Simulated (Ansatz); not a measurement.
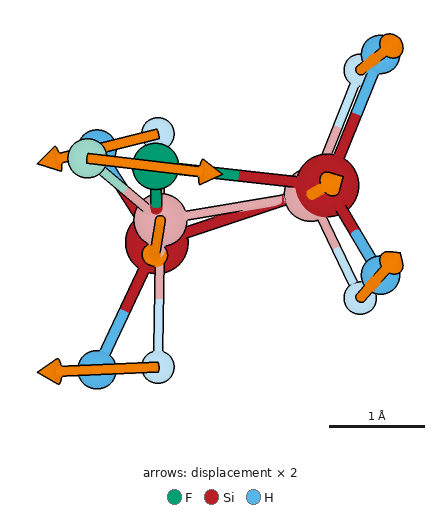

A relaxation of Si2H4F (charge +1). The starting structure is drawn faded, the final one solid; orange arrows show the displacements, magnified 2 times. The two geometries are superimposed by the best rigid fit.

The picture is a ball-and-stick view, seen at a tilt.

It is one of the separated reactants of a reaction.

Theory: RKS PBE-D4/def2-SVP (Ansatz 0.2.0).

Input
```yaml
crystal:
  periodic: [false, false, false]
  atoms:
    - {symbol: F, position_ang: [-1.699130, -0.403910, 0.715394]}
    - {symbol: Si, position_ang: [-0.589681, -0.040323, -0.522226]}
    - {symbol: Si, position_ang: [0.761830, 0.074267, 0.503385]}
    - {symbol: H, position_ang: [-0.185833, -1.242254, -1.414497]}
    - {symbol: H, position_ang: [-0.671083, 1.407477, -1.071019]}
    - {symbol: H, position_ang: [0.954709, 1.396721, 1.062438]}
    - {symbol: H, position_ang: [1.429188, -1.191979, 0.726525]}
basis:
  gaussian: {orbitals: def2-SVP}
total_charge: 1
hamiltonian: {xc: pbe, dispersion: d4}
relax: {f_tol: 0.03, max_steps: 250}
```

Command:
```bash
ansatz run in.yaml --threads 2 --pin off --events-out ev --progress --plain --max-ram 4352MiB
```

> Describe the change and its energy.

After 11 geometry steps the energy has fallen by 641.7 kJ/mol. The largest force component goes from 19 to 0.0035 eV/Å. The largest move after the best rigid fit is that of F1, 0.74 Å. Largest moves by element: F 0.74 Å, H 0.68 Å, Si 0.55 Å. Some distances before and after: F1–Si3 2.516 → 1.868 Å, Si2–Si3 1.700 → 2.277 Å, F1–Si2 1.701 → 1.868 Å, Si2–H4 1.550 → 1.491 Å. Bond angles that change, for instance: F1–Si2–Si3 95.4° → 52.5°, Si3–Si2–H4 101.1° → 120.4°, H6–Si3–H7 132.6° → 119.1°.
